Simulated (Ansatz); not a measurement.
**Frequency calculation, with input and output: GaNH$_{6}$**

System: GaNH$_{6}$.
Method: RKS PBE-D4/def2-SVP (Ansatz 0.2.0).

It belongs to a series of runs on one base structure; here: vibrations at the highest image of the band. Figures and captions count atoms from 1; the log counts them from 0 in places.

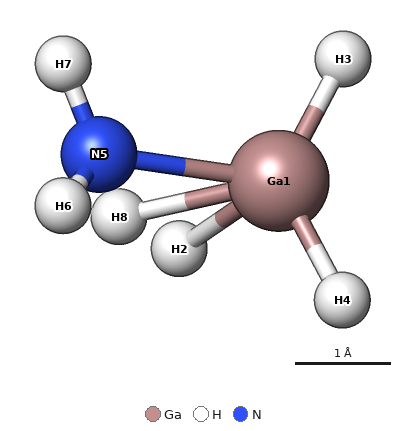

Figure 1. The structure (ball-and-stick view, seen at a tilt; atoms are numbered from 1 in the order of the input). Sticks mark near contacts. Bond lengths as drawn: Ga–H 1.57 to 1.91 Å, Ga–N 1.99 Å and H–N 1.03 Å.

### The input
```yaml
crystal:
  periodic: [false, false, false]
  atoms:
    - { symbol: Ga, position_ang: [0.076173, -0.332817, -0.086395] }
    - { symbol: H, position_ang: [-0.229778, 0.07362, 1.756533] }
    - { symbol: H, position_ang: [1.50619, 0.244449, -0.389087] }
    - { symbol: H, position_ang: [-1.291218, -0.019072, -0.794497] }
    - { symbol: "N", position_ang: [0.104139, -2.087086, 0.847924] }
    - { symbol: H, position_ang: [-0.65666, -2.7558, 0.682479] }
    - { symbol: H, position_ang: [0.991327, -2.596971, 0.927638] }
    - { symbol: H, position_ang: [-0.130773, -0.904422, 1.695105] }
basis:
  gaussian: { orbitals: def2-SVP }
hamiltonian:
  xc: pbe
  dispersion: d4
phonons: {}
```

Machine: 1 thread of Arm Neoverse V2, 24 GiB of memory available, shared host.

Launch command:
```bash
ansatz run input.yaml --threads 1 --pin off --max-ram 2048MiB --backend cpu --events-out ev --progress --plain --runs-dir out
```

### Log
```
Engine: ansatz 0.2.0, aarch64-unknown-linux-gnu
Functional definition: PBE
  parameter kappa = 0.804
  parameter beta = 0.06672455060314922
  exchange = pbe_x(kappa = kappa, mu = beta*pi^2/3)
  correlation = pbe_c(beta = beta)
875 factors; their error is unknown
mean field evaluation 1: about -53937.8566 eV, gradient 6.7e1 eV
mean field evaluation 2: about -53896.5784 eV, gradient 1.3e2 eV
mean field evaluation 4: about -53946.1150 eV, gradient 1.2e1 eV
mean field evaluation 8: about -53946.3160 eV, gradient 2.5e-1 eV
mean field evaluation 16: about -53946.2791 eV, gradient 8.3e-5 eV
mean field -53946.27912134 eV, -1982.4891916078 hartree, gradient 1.2e-5 eV, S^2 0.000000; 0 other end points of the search recorded, 0 dependent functions left out
the calculation of the forces begins
reference -53946.27915950 eV, -1982.4891930102 hartree; 22, 22 occupied and 54, 54 virtual orbitals, 875 factors
these checks for a lower state are left out or cut short: stability, starts, cluster_reference, orbital_swaps, neighbouring_geometries, increment
875 factors; their error is unknown
mean field -53946.27901135 eV, -1982.4891875658 hartree, gradient 2.2e-6 eV, S^2 0.000000; 0 other end points of the search recorded, 0 dependent functions left out
[... from here on the field's lines of each further geometry are left out, up to the last ...]
the calculation of the forces begins
reference -53946.27911851 eV, -1982.4891915039 hartree; 22, 22 occupied and 54, 54 virtual orbitals, 875 factors
these checks for a lower state are left out or cut short: stability, starts, cluster_reference, orbital_swaps, neighbouring_geometries, increment
875 factors; their error is unknown
mean field -53946.27911483 eV, -1982.4891913686 hartree, gradient 1.6e-6 eV, S^2 0.000000; 0 other end points of the search recorded, 0 dependent functions left out
the calculation of the forces begins
reference -53946.27915299 eV, -1982.4891927711 hartree; 22, 22 occupied and 54, 54 virtual orbitals, 875 factors
WARN: phonons: modes at or below zero, which the zero-point energy, F, S and C_V leave out: 1, the lowest at -1096.21 cm⁻¹. A minimum has none, and a first-order saddle one
Total energy: -53946.39388903 eV, -1982.4934092428 hartree
Atom 0 at     0.076173    -0.332817    -0.086395 Å, force    -0.000216    -0.001708    -0.002680 eV/Å
Atom 1 at    -0.229778     0.073620     1.756533 Å, force    -0.000655    -0.000310     0.001363 eV/Å
Atom 2 at     1.506190     0.244449    -0.389087 Å, force    -0.001203    -0.000701     0.000533 eV/Å
Atom 3 at    -1.291218    -0.019072    -0.794497 Å, force     0.000806     0.000570     0.000287 eV/Å
Atom 4 at     0.104139    -2.087086     0.847924 Å, force     0.004014     0.000908     0.002364 eV/Å
Atom 5 at    -0.656660    -2.755800     0.682479 Å, force    -0.000979     0.000767    -0.000786 eV/Å
Atom 6 at     0.991327    -2.596971     0.927638 Å, force    -0.000748    -0.000696    -0.001611 eV/Å
Atom 7 at    -0.130773    -0.904422     1.695105 Å, force    -0.001018     0.001169     0.000529 eV/Å
Dipole moment:     0.040620    -0.411834    -0.009225 e Å
Vibrations: -1096.21 279.92 405.31 517.17 576.57 591.60 660.57 693.55 759.84 811.48 1334.93 1442.13 1657.48 1893.66 1926.62 1944.55 3439.62 3548.37 cm⁻¹, zero-point energy 1.393792 eV
```

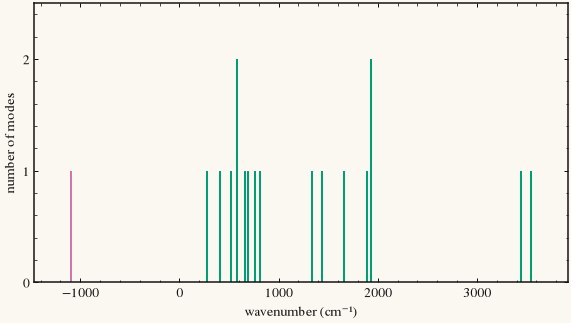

Figure 2. Harmonic vibrational wavenumbers from the force constants; neighbouring modes closer than 21 cm⁻¹ are counted in one stick, and imaginary ones are drawn at negative wavenumbers. 18 modes from 1096i to 3548 cm⁻¹, 1 imaginary beyond 8i (1096i cm⁻¹): a first-order saddle point, if the geometry is stationary.

### Summary

| quantity | value |
| --- | --- |
| outcome | converged |
| total energy | −53946.3939 eV |
| mean-field energy | −53946.2792 eV |
| largest force (length of the vector) | 0.005 eV/Å |
| wall time | 48 s |
| peak memory | 0.11 GiB |
